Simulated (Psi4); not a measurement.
# NOF (SMILES O=NF) at CCSD(T)/cc-pVDZ (ints tolerance 1e-10, sweep point 5)

What is the vertical ionisation energy of NOF at CCSD(T)/cc-pVDZ (ints tolerance 1e-10, sweep point 5)? 

The calculation is run with Psi4 1.11.

4 further runs of the same task are left out: 4 set aside as unsound or not needed.

### Step 1. The system as given

NOF: 3 atoms, total charge 0, spin state singlet. SMILES: `O=NF`. The shape is that of a PBE0-D4/def2-TZVP optimisation.

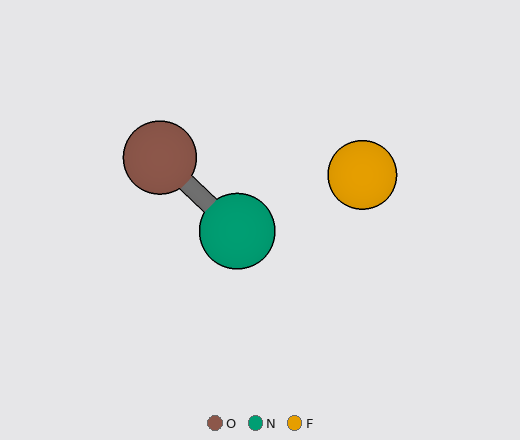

Viewed from a chosen angle; oxygen brown, nitrogen teal, fluorine amber.

### Step 2. A single-point energy at CCSD(T)/cc-pVDZ (ints tolerance 1e-10, sweep point 5)

input.dat

```
memory 1.6 GB

molecule system {
  0 1
  O      0.868350     0.242970     0.504740
  N      0.148930    -0.482540     0.029910
  F     -1.017290     0.239580    -0.534650
  symmetry c1
}

set {
  puream          true
  scf_type        direct
  num_frozen_docc 3
  ints_tolerance  1e-10
  maxiter         60
}

E, wfn = energy("ccsd(t)/cc-pVDZ", return_wfn=True)
```

Command:

```bash
$ psi4 -n 1 input.dat output.dat
```

output.dat, cut to the lines that bear on the results:

```text
[...]
  Running in c1 symmetry.
[...]
  Nuclear repulsion =   66.472921694977643
[...]
  Multiplicity = 1
[...]
  Nalpha       = 12
  Nbeta        = 12
[...]
    Number of basis functions: 42
[...]
   @DF-RHF iter   1:  -228.55163733217250   -6.86696e-01   1.10046e-02 DIIS/ADIIS
[...]
   @RHF iter  22:  -228.63539310122437   -2.24532e-12   9.62437e-09 DIIS
[...]
    Orbital Energies [Eh]
    ---------------------
    Doubly Occupied:
       1A    -26.299711     2A    -20.737053     3A    -15.859338
       4A     -1.710723     5A     -1.559135     6A     -0.986646
       7A     -0.804330     8A     -0.782308     9A     -0.743031
      10A     -0.621019    11A     -0.613486    12A     -0.505792
[...]
  @RHF Final Energy:  -228.63539310122437
   => Energetics <=
    Nuclear Repulsion Energy =             66.4729216949776429
    One-Electron Energy =                -447.7714874861967473
    Two-Electron Energy =                 152.6631726899947523
    Total Energy =                       -228.6353931012243663
[...]
 Multipole Moments:
 ------------------------------------------------------------------------------------
     Multipole            Electronic (a.u.)      Nuclear  (a.u.)        Total (a.u.)
 ------------------------------------------------------------------------------------
 L = 1.  Multiply by 2.5417464519 to convert [e a0] to [Debye]
 Dipole X            :         -0.4360085            1.0164658            0.5804573
 Dipole Y            :         -0.0951715           -0.1919967           -0.2871681
 Dipole Z            :          0.0000000           -0.0000000            0.0000000
 Magnitude           :                                                    0.6476081
[...]
      * MP2 total energy                      = -229.181828557881829
[...]
      * CCSD total energy                     = -229.182896538764055
[...]
      * CCSD(T) total energy                  = -229.202521754791803
[...]
```

It took 7.2 s on 1 thread of Intel Xeon at 2.70GHz, shared host; peak memory 0.21 GiB.

### Step 3. The doublet cation

job.inp

```
memory 1600 MB

molecule {
  1 2
  O      0.868350     0.242970     0.504740
  N      0.148930    -0.482540     0.029910
  F     -1.017290     0.239580    -0.534650
  units angstrom
  symmetry c1
}

set globals {
  basis cc-pVDZ
  reference uhf
  puream true
  scf_type direct
  num_frozen_docc 3
  ints_tolerance 1e-10
  maxiter 100
}

energy('ccsd(t)')
```

Command:

```bash
$ psi4 job.inp job.out -n 1
```

job.out, cut to the lines that bear on the results:

```text
[...]
  Running in c1 symmetry.
[...]
  Nuclear repulsion =   66.472921694977643
[...]
  Multiplicity = 2
[...]
  Nalpha       = 12
  Nbeta        = 11
[...]
    Number of basis functions: 42
[...]
   @DF-UHF iter   1:  -227.95779890561158   -9.28572e-02   1.54771e-02 DIIS/ADIIS
[...]
   @UHF iter  40:  -228.20759645880685   -1.30740e-12   6.04901e-09 DIIS
[...]
   @S^2 Observed:                1.020864319E+00
[...]
    Orbital Energies [Eh]
    ---------------------
    Alpha Occupied:
       1A    -26.744887     2A    -21.218268     3A    -16.218169
       4A     -2.137110     5A     -2.007384     6A     -1.393447
       7A     -1.251680     8A     -1.197183     9A     -1.162292
      10A     -1.043124    11A     -1.040019    12A     -0.973737
    Alpha Virtual:
      13A     -0.282306    14A     -0.149500    15A      0.192447
      16A      0.562817    17A      0.575944    18A      0.580429
      19A      0.679610    20A      0.724364    21A      0.780030
      22A      0.803154    23A      1.105249    24A      1.155234
      25A      1.180255    26A      1.533351    27A      1.549089
[...]
  @UHF Final Energy:  -228.20759645880685
   => Energetics <=
    Nuclear Repulsion Energy =             66.4729216949776429
    One-Electron Energy =                -438.2247648895082648
    Two-Electron Energy =                 143.5442467357237888
    Total Energy =                       -228.2075964588068473
  UHF NO Occupations:
  HONO-2 :   10  A 1.9504870
  HONO-1 :   11  A 1.9127272
[...]
 Multipole Moments:
 ------------------------------------------------------------------------------------
     Multipole            Electronic (a.u.)      Nuclear  (a.u.)        Total (a.u.)
 ------------------------------------------------------------------------------------
 L = 1.  Multiply by 2.5417464519 to convert [e a0] to [Debye]
 Dipole X            :         -0.2735452            1.0164658            0.7429206
 Dipole Y            :         -0.0341702           -0.1919967           -0.2261669
 Dipole Z            :          0.0000000           -0.0000000            0.0000000
 Magnitude           :                                                    0.7765839
[...]
      * MP2 total energy                      = -228.688619080065905
[...]
      * CCSD total energy                     = -228.728912344486361
[...]
      * CCSD(T) total energy                     = -228.748039118001429
[...]
```

Wall time 14 s (1 thread of Intel Xeon at 2.70GHz, shared host); peak memory 0.22 GiB.

### Step 4. Summary of results

Level: CCSD(T)/cc-pVDZ (ints tolerance 1e-10, sweep point 5), 3 core orbitals frozen.

| quantity | value |
| --- | --- |
| singlet NOF: total energy | -229.20252 Eh |
| singlet NOF: HOMO energy (Hartree–Fock orbitals) | -13.76 eV |
| singlet NOF: LUMO energy (Hartree–Fock orbitals) | 1.85 eV |
| singlet NOF: HOMO–LUMO gap (Hartree–Fock orbitals) | 15.62 eV |
| singlet NOF: correlation energy (3 core orbitals frozen) | -567.1 mEh |
| singlet NOF: (T) correction | -19.63 mEh |
| singlet NOF: T1 diagnostic | 0.021 |
| doublet cation: total energy | -228.74804 Eh |
| doublet cation: HOMO energy (Hartree–Fock orbitals) (highest over α and β) | -26.50 eV |
| doublet cation: LUMO energy (Hartree–Fock orbitals) (lowest over α and β) | -9.71 eV |
| doublet cation: correlation energy (3 core orbitals frozen) | -540.4 mEh |
| doublet cation: (T) correction | -19.13 mEh |
| doublet cation: ⟨S²⟩ of the reference determinant | 1.021 |
| doublet cation: T1 diagnostic | 0.075 |
| vertical ionisation energy (to the doublet cation) | 12.367 eV |

What this shows: The vertical ionisation energy comes to 12.37 eV (285 kcal/mol). The T1 diagnostic (singlet NOF) of 0.021 is above the customary mark for such species, so a single reference may not serve. The triples (singlet NOF) make up 3.5 % of the correlation energy. ⟨S²⟩ (doublet cation) is 1.02 where a pure doublet has 0.75: the reference is spin-contaminated. The T1 diagnostic (doublet cation) of 0.075 is above the customary mark for such species, so a single reference may not serve. The triples (doublet cation) make up 3.5 % of the correlation energy.
